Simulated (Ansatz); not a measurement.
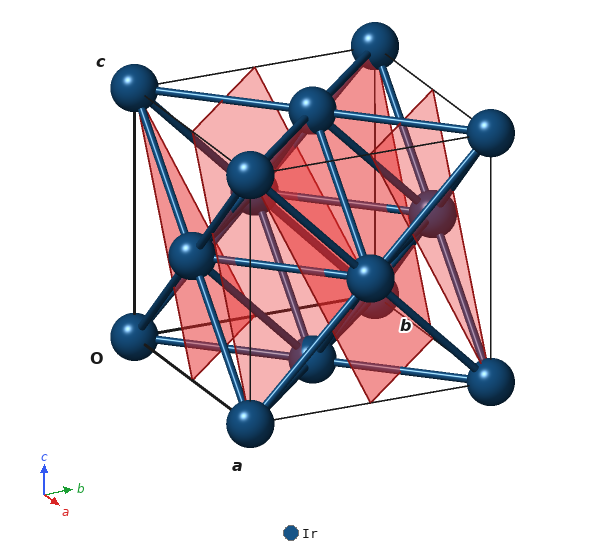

For Ir, the input geometry of an electronic-structure calculation (not necessarily at equilibrium): every member of one family of equally spaced planes, hx + ky + lz = a whole number, that cuts the unit cell is shaded (one member passes through the origin O, touching the cell only at an edge or corner). The drawing is computed from the coordinates (standard cell, symmetry found to 0.002 Å).

a = 3.840 Å, b = 3.840 Å, c = 3.840 Å, α = 90.00°, β = 90.00°, γ = 90.00°.

What are the Miller indices?

Answer. (2 2 1); the opposite sign names the same planes. The member next to the origin meets the axes a at 1/2, b at 1/2, c at 1.

What is the spacing?

Answer. d = 1.280 Å.

Which atoms of the cell lie in these planes (within 0.03 Å)?

Answer. 2 of the 4 Ir.
